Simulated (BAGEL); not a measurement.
# doublet C2H3BClN+: levels of theory compared

We compute a comparison of 3 runs (ROHF/6-31G*, UHF/6-31G*, ROHF/cc-pVDZ) of doublet C2H3BClN+. 

The calculation is run with BAGEL 1.2.2.

2 further runs of the same task are left out: 1 that didn't finish, 1 set aside as unsound or not needed. Runs told in other sessions of the task aren't counted.

### Step 1. The structure to begin with

C2H3BClN+ has 8 atoms, charge +1, and is taken as a doublet. As SMILES of the parent species, `C#CB(N)Cl`. Geometry: relaxed at GFN2-xTB. That shape belongs to the parent species and isn't relaxed for this state.

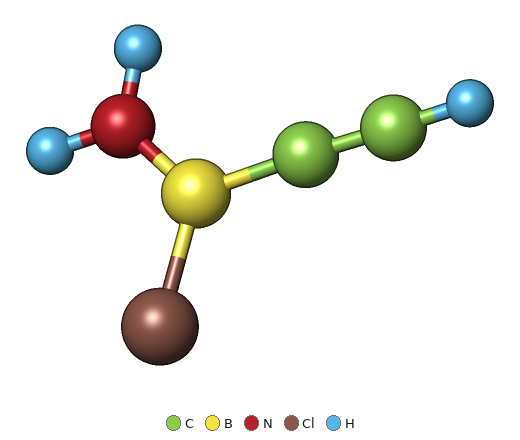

The structure, seen from a chosen angle (carbon green, boron yellow, nitrogen red, chlorine brown, hydrogen blue).

### Step 2. The energy at ROHF/6-31G(d) (density fitting with qzvpp-jkfit, spherical functions) (run 1)

input.json reads:

```json
{ "bagel": [

{
  "title": "molecule",
  "basis": "6-31gs.json",
  "df_basis": "qzvpp-jkfit",
  "angstrom": "true",
  "geometry": [
    { "atom": "C", "xyz": [   -0.093600,    1.671730,    1.445530 ] },
    { "atom": "C", "xyz": [   -0.021150,    0.879920,    0.543170 ] },
    { "atom": "B", "xyz": [    0.080990,   -0.067780,   -0.638370 ] },
    { "atom": "N", "xyz": [   -0.019290,   -1.442560,   -0.490890 ] },
    { "atom": "Cl", "xyz": [    0.332360,    0.584170,   -2.235220 ] },
    { "atom": "H", "xyz": [   -0.160220,    2.351010,    2.245560 ] },
    { "atom": "H", "xyz": [    0.046320,   -2.081900,   -1.264990 ] },
    { "atom": "H", "xyz": [   -0.165420,   -1.894590,    0.395210 ] }
  ]
},
{ "title": "rohf", "charge": 1, "nopen": 1 },
{ "title": "print", "file": "orbitals.molden", "orbitals": "true" }

]}
```

The basis set 6-31G* is read from a file made from the Basis Set Exchange's data (not shown).

The run is started by

```bash
BAGEL_NUM_THREADS=1 BAGEL input.json > input.out
```

Standard output:

```text
* using 1 threads per process

  ===============================================================
  ===============================================================

  *** Geometry ***

  { "atom" : "C", "xyz" : [     -0.176878,      3.159112,      2.731656 ] },
  { "atom" : "C", "xyz" : [     -0.039968,      1.662808,      1.026443 ] },
  { "atom" : "B", "xyz" : [      0.153049,     -0.128086,     -1.206344 ] },
  { "atom" : "N", "xyz" : [     -0.036453,     -2.726043,     -0.927648 ] },
  { "atom" : "Cl", "xyz" : [      0.628069,      1.103921,     -4.223954 ] },
  { "atom" : "H", "xyz" : [     -0.302772,      4.442765,      4.243493 ] },
  { "atom" : "H", "xyz" : [      0.087532,     -3.934221,     -2.390485 ] },
  { "atom" : "H", "xyz" : [     -0.312598,     -3.580256,      0.746839 ] },

  Number of auxiliary basis functions:      484

  Since a DF basis is specified, we compute 2- and 3-index integrals:
    o Being stored without compression. Storage requirement is 0.025 GB

  Number of basis functions:       80
  Number of electrons      :       44

    * METHOD: MOLECULE                             0.25

  *** Open-shell HF ***

  === Nuclear Repulsion ===
   169.9811796102

      * DIIS with orbital gradients will be used.

  === ROHF iteration (6-31gs.json) ===
      0       -615.61691063          0.03600082           0.15
      1       -615.74763176          0.01926891           0.15
      2       -615.77679167          0.01108317           0.15
      3       -615.79067262          0.00134106           0.15
      4       -615.79147696          0.00046462           0.15
      5       -615.79163517          0.00025147           0.15
      6       -615.79169440          0.00011363           0.15
      7       -615.79170913          0.00005735           0.15
      8       -615.79171234          0.00003016           0.15
      9       -615.79171327          0.00000820           0.15
[... 14 lines of this table left out ...]
     24       -615.79171306          0.00000005           0.15
     25       -615.79171306          0.00000003           0.15
     26       -615.79171306          0.00000001           0.15
     27       -615.79171306          0.00000001           0.15
    * SCF iteration converged.

    * S^2 (ROHF) is 0.7500

    * Permanent dipole moment:
           (    0.391902,    -0.582270,    -3.192261) a.u.

    * METHOD: ROHF                                 4.37

    * METHOD: PRINT                                0.01

  ===============================================================
```

Wall time 4.8 s (1 thread of Arm Neoverse V2, shared host); peak memory 0.11 GiB.

### Step 3. The energy at UHF/6-31G(d) (density fitting with qzvpp-jkfit, spherical functions) (run 2)

job.json reads:

```json
{ "bagel" : [

{
  "title" : "molecule",
  "basis" : "6-31gs.json",
  "df_basis" : "qzvpp-jkfit",
  "angstrom" : true,
  "geometry" : [
    { "atom" : "C", "xyz" : [   -0.093600,    1.671730,    1.445530 ] },
    { "atom" : "C", "xyz" : [   -0.021150,    0.879920,    0.543170 ] },
    { "atom" : "B", "xyz" : [    0.080990,   -0.067780,   -0.638370 ] },
    { "atom" : "N", "xyz" : [   -0.019290,   -1.442560,   -0.490890 ] },
    { "atom" : "Cl", "xyz" : [    0.332360,    0.584170,   -2.235220 ] },
    { "atom" : "H", "xyz" : [   -0.160220,    2.351010,    2.245560 ] },
    { "atom" : "H", "xyz" : [    0.046320,   -2.081900,   -1.264990 ] },
    { "atom" : "H", "xyz" : [   -0.165420,   -1.894590,    0.395210 ] }
  ]
},
{
  "title" : "uhf",
  "charge" : 1,
  "nopen" : 1
},
{
  "title" : "print",
  "file" : "orbitals.molden",
  "orbitals" : true
}

]}
```

The basis set 6-31G* is read from a file made from the Basis Set Exchange's data (not shown).

The run is started by

```bash
BAGEL_NUM_THREADS=1 BAGEL job.json > job.out
```

Standard output:

```text
* using 1 threads per process

  ===============================================================
  ===============================================================

  *** Geometry ***

  { "atom" : "C", "xyz" : [     -0.176878,      3.159112,      2.731656 ] },
  { "atom" : "C", "xyz" : [     -0.039968,      1.662808,      1.026443 ] },
  { "atom" : "B", "xyz" : [      0.153049,     -0.128086,     -1.206344 ] },
  { "atom" : "N", "xyz" : [     -0.036453,     -2.726043,     -0.927648 ] },
  { "atom" : "Cl", "xyz" : [      0.628069,      1.103921,     -4.223954 ] },
  { "atom" : "H", "xyz" : [     -0.302772,      4.442765,      4.243493 ] },
  { "atom" : "H", "xyz" : [      0.087532,     -3.934221,     -2.390485 ] },
  { "atom" : "H", "xyz" : [     -0.312598,     -3.580256,      0.746839 ] },

  Number of auxiliary basis functions:      484

  Since a DF basis is specified, we compute 2- and 3-index integrals:
    o Being stored without compression. Storage requirement is 0.025 GB

  Number of basis functions:       80
  Number of electrons      :       44

    * METHOD: MOLECULE                             0.25

  *** Open-shell HF ***

  === Nuclear Repulsion ===
   169.9811796102

      * DIIS with orbital gradients will be used.

  === UHF iteration (6-31gs.json) ===
      0       -615.61691063          0.03600082           0.14
      1       -615.75015629          0.01925831           0.14
      2       -615.77913875          0.01106321           0.14
      3       -615.79279513          0.00129580           0.14
      4       -615.79360120          0.00045123           0.14
      5       -615.79375937          0.00026051           0.14
      6       -615.79386974          0.00013167           0.14
      7       -615.79389688          0.00007444           0.14
      8       -615.79390780          0.00004575           0.14
      9       -615.79391677          0.00001471           0.14
[... 25 lines of this table left out ...]
     35       -615.79393159          0.00000003           0.14
     36       -615.79393159          0.00000003           0.15
     37       -615.79393159          0.00000002           0.14
     38       -615.79393159          0.00000001           0.15
    * SCF iteration converged.

    * S^2 (UHF) is 0.7567

    * Permanent dipole moment:
           (    0.390956,    -0.578824,    -3.183653) a.u.

    * METHOD: UHF                                  5.75

    * METHOD: PRINT                                0.01

  ===============================================================
```

Run time: 6.3 s. Hardware: 1 thread of Arm Neoverse V2, shared host; peak memory 0.11 GiB.

### Step 4. The energy at ROHF/cc-pVDZ (density fitting with qzvpp-jkfit) (run 3)

job.json reads:

```json
{ "bagel" : [

{
  "title" : "molecule",
  "basis" : "cc-pvdz.json",
  "df_basis" : "qzvpp-jkfit",
  "angstrom" : "true",
  "geometry" : [
    { "atom" : "C", "xyz" : [      -0.093600,       1.671730,       1.445530 ] },
    { "atom" : "C", "xyz" : [      -0.021150,       0.879920,       0.543170 ] },
    { "atom" : "B", "xyz" : [       0.080990,      -0.067780,      -0.638370 ] },
    { "atom" : "N", "xyz" : [      -0.019290,      -1.442560,      -0.490890 ] },
    { "atom" : "Cl", "xyz" : [       0.332360,       0.584170,      -2.235220 ] },
    { "atom" : "H", "xyz" : [      -0.160220,       2.351010,       2.245560 ] },
    { "atom" : "H", "xyz" : [       0.046320,      -2.081900,      -1.264990 ] },
    { "atom" : "H", "xyz" : [      -0.165420,      -1.894590,       0.395210 ] }
  ]
},

{
  "title" : "rohf",
  "charge" : 1,
  "nopen" : 1
},

{
  "title" : "print",
  "file" : "orbitals.molden",
  "orbitals" : "true"
}

]}
```

The basis set cc-pVDZ is read from a file made from the Basis Set Exchange's data (not shown).

The run is started by

```bash
BAGEL_NUM_THREADS=1 BAGEL job.json > job.out
```

Standard output:

```text
* using 1 threads per process

  ===============================================================
  ===============================================================

  *** Geometry ***

  { "atom" : "C", "xyz" : [     -0.176878,      3.159112,      2.731656 ] },
  { "atom" : "C", "xyz" : [     -0.039968,      1.662808,      1.026443 ] },
  { "atom" : "B", "xyz" : [      0.153049,     -0.128086,     -1.206344 ] },
  { "atom" : "N", "xyz" : [     -0.036453,     -2.726043,     -0.927648 ] },
  { "atom" : "Cl", "xyz" : [      0.628069,      1.103921,     -4.223954 ] },
  { "atom" : "H", "xyz" : [     -0.302772,      4.442765,      4.243493 ] },
  { "atom" : "H", "xyz" : [      0.087532,     -3.934221,     -2.390485 ] },
  { "atom" : "H", "xyz" : [     -0.312598,     -3.580256,      0.746839 ] },

  Number of auxiliary basis functions:      484

  Since a DF basis is specified, we compute 2- and 3-index integrals:
    o Being stored without compression. Storage requirement is 0.031 GB

  Number of basis functions:       89
  Number of electrons      :       44

    * METHOD: MOLECULE                             0.25

  *** Open-shell HF ***

  === Nuclear Repulsion ===
   169.9811796102

      * DIIS with orbital gradients will be used.

  === ROHF iteration (cc-pvdz.json) ===
      0       -615.62658517          0.03084724           0.17
      1       -615.77553489          0.01909845           0.17
      2       -615.81179060          0.01043604           0.17
      3       -615.82983460          0.00139152           0.18
      4       -615.83072565          0.00045016           0.17
      5       -615.83089375          0.00023720           0.17
      6       -615.83095608          0.00010435           0.17
      7       -615.83097257          0.00005287           0.18
      8       -615.83097562          0.00002894           0.17
      9       -615.83097697          0.00000979           0.17
[... 15 lines of this table left out ...]
     25       -615.83097682          0.00000003           0.17
     26       -615.83097682          0.00000002           0.17
     27       -615.83097682          0.00000001           0.17
     28       -615.83097682          0.00000001           0.18
    * SCF iteration converged.

    * S^2 (ROHF) is 0.7500

    * Permanent dipole moment:
           (    0.384903,    -0.564247,    -3.132699) a.u.

    * METHOD: ROHF                                 5.22

    * METHOD: PRINT                                0.01

  ===============================================================
```

It took 5.7 s on 1 thread of Arm Neoverse V2, shared host; peak memory 0.12 GiB.

### Step 5. All runs side by side

```
run                                                                level  energy (Eh)   ⟨S²⟩  wall time
  1  ROHF/6-31G* (density fitting with qzvpp-jkfit, spherical functions)  -615.791713  0.750      4.8 s
  2   UHF/6-31G* (density fitting with qzvpp-jkfit, spherical functions)  -615.793932  0.757      6.3 s
  3                      ROHF/cc-pVDZ (density fitting with qzvpp-jkfit)  -615.830977  0.750      5.7 s
```

### Step 6. Results

```
           quantity          value
run 3: total energy  -615.83098 Eh
        run 3: ⟨S²⟩          0.750
```

Over the runs the total energy spans 1.068 eV, nearly all of it from run 3, which stands apart from the rest. All runs together took 17 s, the longest 6.3 s.
